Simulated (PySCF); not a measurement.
C5H7BClSi (SMILES C=C1C=C(CCl)[B][SiH2]1) (doublet)

Input file:

```
{"job": {"kind": "epr", "basis": "pcH-1"}, "charge": 0, "multiplicity": 2}
C     -2.170602    -0.687789    -0.958686
C     -1.175921    -0.149505    -0.235413
C      0.191171    -0.212801    -0.639344
C      1.180450     0.267660     0.233989
C      2.605470     0.282301    -0.199937
Cl     3.374548    -1.326630     0.106216
B      0.524410     0.465327     1.521236
Si    -1.382343     0.656655     1.499802
H     -3.198468    -0.620803    -0.648003
H     -1.979311    -1.225762    -1.876128
H      0.454334    -0.656870    -1.592034
H      3.198227     1.004173     0.360254
H      2.705883     0.459379    -1.270973
H     -2.070133     1.951165     1.363023
H     -2.262130    -0.198511     2.314085
```

Launched as:

```sh
OMP_NUM_THREADS=1 python probes_run.py task.json out
```

Geometry: GFN2-xTB.

Theory: PySCF 2.14.0, density-fitted response routines, UKS B3LYP, pcH-1 on B C Cl H Si, non-relativistic, mean-field spin-orbit, GIAO.

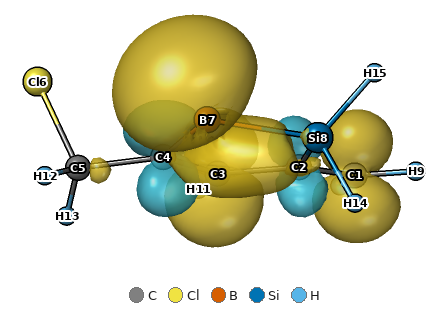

Figure 1. Isosurfaces of the spin density at +0.015 (yellow) and −0.015 e/Å³ (cyan), seen from one side.

Describe the spin distribution.

The unpaired spin (1 electron) lies mostly on B7 (about 0.6), C3 (about 0.1) and C1 (about 0.1), in electrons by Hirshfeld's partition.

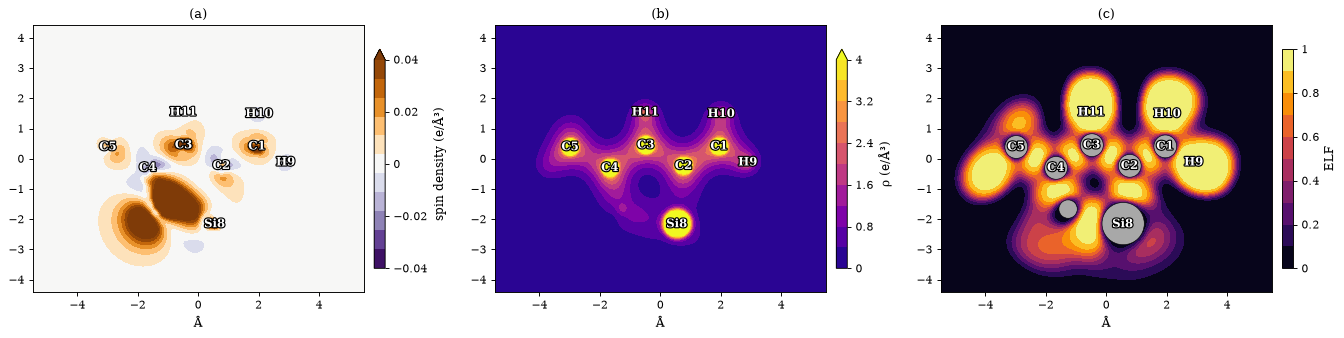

Figure 2. (a) spin density (α minus β); (b) total electron density; (c) electron localisation function on the plane of atoms C2, C3 and H11. Grey discs cover the atomic cores in the ELF map.

What does the map show?

- The plane passes through C, Si and H nuclei.
- C–C (1.34 Å): ρ at the midpoint is about 2.3 e/Å³; the ELF peaks at about 0.95 between the atoms; a multiple bond.
- C–Si (1.92 Å): the density is about 0.88 e/Å³ at the midpoint; the ELF peaks at about 0.95 between the atoms (a covalent bond).
- C–H (1.08 Å): ρ at the midpoint is about 2.1 e/Å³; the ELF climbs to about 1 towards the hydrogen, as it does in any bond to H: a covalent bond by its length.
- C–C (1.40 Å): ρ is about 2 e/Å³ halfway; the ELF peaks at about 0.95 between the atoms: a covalent bond.

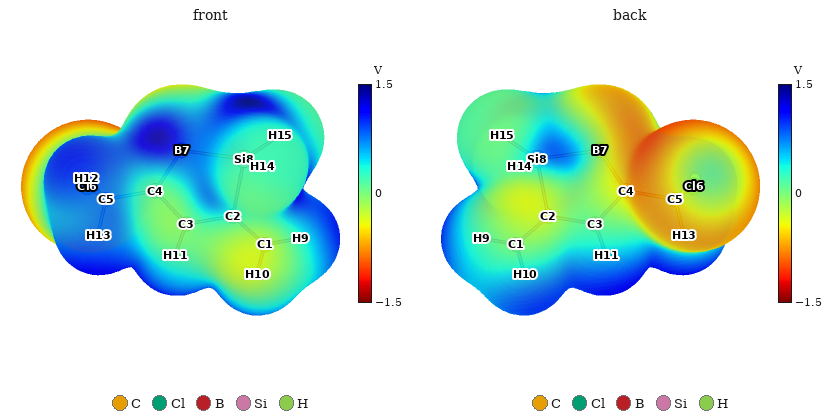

Figure 3. The electrostatic potential painted on the density surface at 0.002 e/bohr³, seen from the front and from behind; the colour scale runs from red (negative) to blue (positive).

Which sites attract a positive test charge, and which a negative one?

A positive charge is drawn to the negative regions and a negative charge to the positive ones. The most negative region (about −1.0 V) lies over Cl6, the most positive (about +1.4 V) over B7 and Si8.
